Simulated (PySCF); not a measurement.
## Electronic structure of C$_{4}$H$_{12}$N$_{2}$Si$_{2}$ (SMILES N#C[SiH2][SiH2]CCCN) in real space

```yaml
atoms:
  - { symbol: N, position_ang: [-1.8260, 2.9885, 0.1603] }
  - { symbol: C, position_ang: [-2.2686, 1.9312, 0.1343] }
  - { symbol: Si, position_ang: [-2.9413, 0.1884, 0.0732] }
  - { symbol: Si, position_ang: [-1.5926, -1.1250, -1.2830] }
  - { symbol: C, position_ang: [0.1447, -1.2980, -0.5221] }
  - { symbol: C, position_ang: [0.8695, 0.0376, -0.3983] }
  - { symbol: C, position_ang: [2.2453, -0.1116, 0.2487] }
  - { symbol: N, position_ang: [2.9550, 1.1552, 0.1952] }
  - { symbol: H, position_ang: [-4.3230, 0.3800, -0.3810] }
  - { symbol: H, position_ang: [-2.9857, -0.1803, 1.4958] }
  - { symbol: H, position_ang: [-2.1698, -2.4725, -1.4098] }
  - { symbol: H, position_ang: [-1.4617, -0.5761, -2.6389] }
  - { symbol: H, position_ang: [0.0741, -1.7593, 0.4666] }
  - { symbol: H, position_ang: [0.7490, -1.9734, -1.1313] }
  - { symbol: H, position_ang: [0.2749, 0.7350, 0.1994] }
  - { symbol: H, position_ang: [1.0046, 0.4853, -1.3842] }
  - { symbol: H, position_ang: [2.1209, -0.5018, 1.2757] }
  - { symbol: H, position_ang: [2.8363, -0.8414, -0.3142] }
  - { symbol: H, position_ang: [3.8612, 1.0765, 0.6433] }
  - { symbol: H, position_ang: [2.4279, 1.8724, 0.6829] }
```

Geometry: GFN2-xTB.

Level of theory: PySCF, PBE0/pcSseg-1, SCF density, gas phase, non-relativistic.

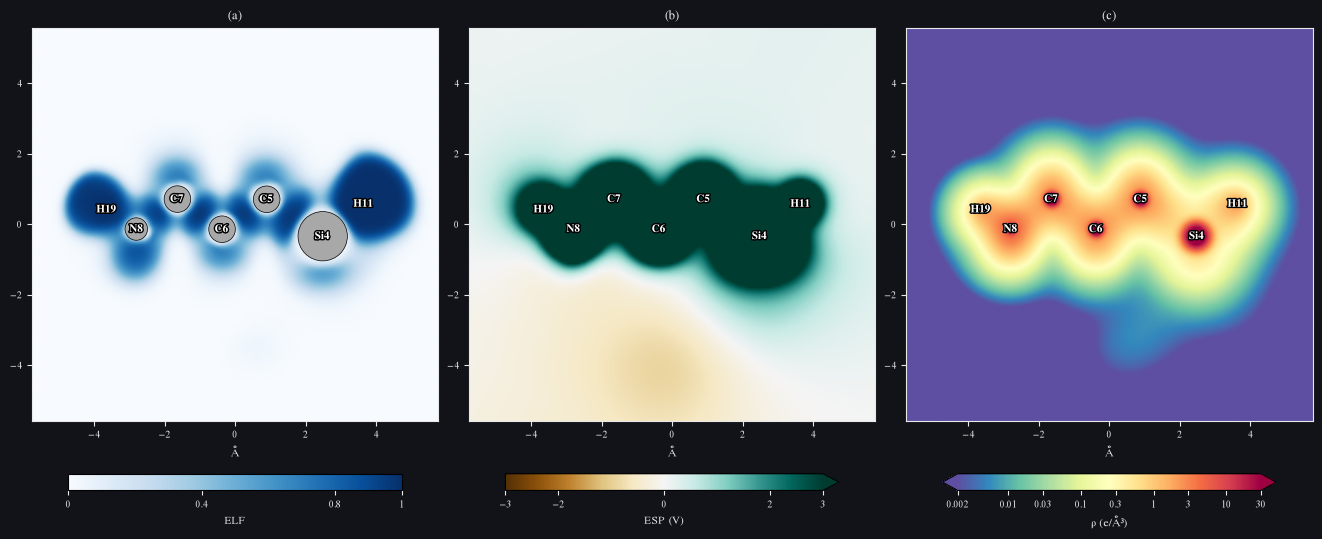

Figure 1. (a) electron localisation function; (b) molecular electrostatic potential; (c) total electron density on the plane of atoms C5, C6 and C7. Grey discs cover the atomic cores in the ELF map.

**What does the map show?**

The plane passes through Si, C, N and H nuclei.
C–C (1.52 Å): ρ is about 1.6 e/Å³ halfway; the ELF peaks at about 0.95 between the atoms (localised, covalent bonding).
N–H (1.01 Å): ρ at the midpoint is about 2.8 e/Å³; the ELF climbs to about 1 towards the hydrogen, as it does in any bond to H (an ordinary covalent bond to hydrogen).
Si–H (1.47 Å): the density is about 0.79 e/Å³ at the midpoint; the ELF climbs to about 1 towards the hydrogen.
Outside the dense part of the molecule the potential is most negative (−0.9 V) near N1, which lies off the plane.

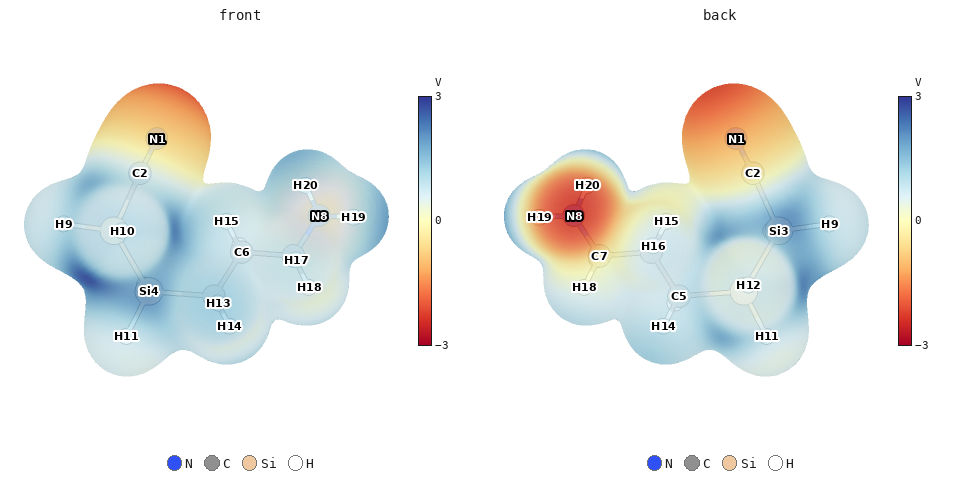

Figure 2. The molecular electrostatic potential painted on the density surface at 0.004 e/bohr³, seen from the front and from behind; red is negative and blue positive.

**Describe the electrostatic potential map.**

The most negative region (about −2.2 V) lies over N8, the most positive (about +2.5 V) over Si3. N8 is the likeliest acceptor of a hydrogen bond.

**How polar is the molecule by this calculation?**

Its dipole moment is 4.11 D.
